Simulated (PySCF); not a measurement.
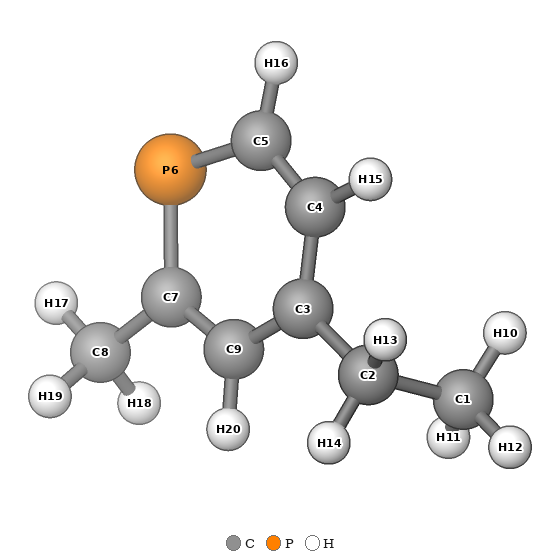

Geometry used (C₈H₁₁P, SMILES CCc1ccpc(C)c1).

GIAO shifts, PBE0/pcSseg-1 (IEF-PCM acetonitrile) with PySCF 2.14.0, at a PBE0-D3(BJ)/def2-SVP geometry (no frequency check), against TMS for ¹H and TMS for ¹³C computed at the same level. fully decoupled, line heights follow the number of nuclei, widths are arbitrary (no quadrupolar broadening); values of one conformer, averaged over nuclei that symmetry or rotation about single bonds exchange, these motions taken as fast; other conformers aren't averaged in.

Which ¹H signals does it give?

Answer. 6 signals.


```tsv
δ (ppm)	nuclei	atoms
8.96	1	H16
8.10	1	H20
7.97	1	H15
2.86	3	H17, H18, H19
2.71	2	H13, H14
1.20	3	H10, H11, H12
```

Which ¹³C signals does it give?

Answer. 8 signals.


```
δ (ppm)  nuclei  atoms
  182.8       1     C7
  166.1       1     C5
  156.1       1     C3
  143.3       1     C9
  139.7       1     C4
   36.1       1     C2
   27.6       1     C8
   21.6       1     C1
```

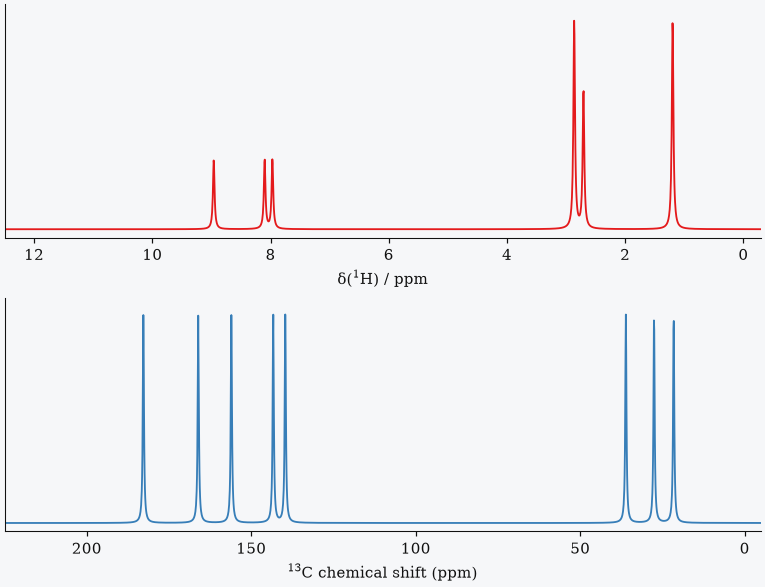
